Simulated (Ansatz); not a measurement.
**SiO2, response to strain**

Consider SiO₂ in the rutile structure (space group P4_2/mnm, No. 136; a = 4.1852 Å, c = 2.6688 Å). Axes: x, y, z lie along a, b, c of the conventional cell.

Strains are applied to the cell and any free atomic positions relax; under biaxial strain the out-of-plane vector relaxes too.

Computed with Kohn–Sham DFT with the r2SCAN functional, run in Ansatz (a program for electronic structure) with PAW and 500 eV plane waves, no spin-orbit coupling.

Notes on the quantities. in-plane stress: mean in-plane stress (compression positive).

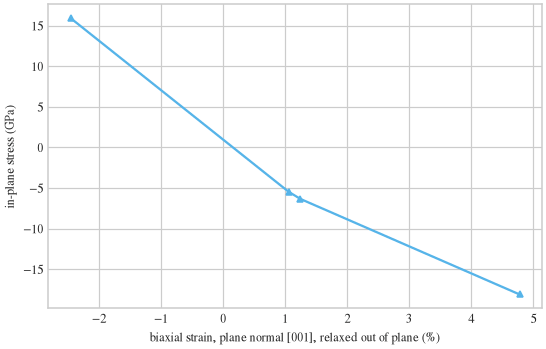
*in-plane stress against biaxial strain, plane normal [001], relaxed out of plane*

Question: From the plot, what is the in-plane stress for biaxial strain +4.78 %, plane normal [001], relaxed out of plane?

Answer: About -18 GPa.

Question: Is the trend monotonic over the range shown?

Answer: Yes, it falls throughout, spanning -18.1 GPa to +15.9 GPa.

Whether these cells are dynamically stable was not tested.
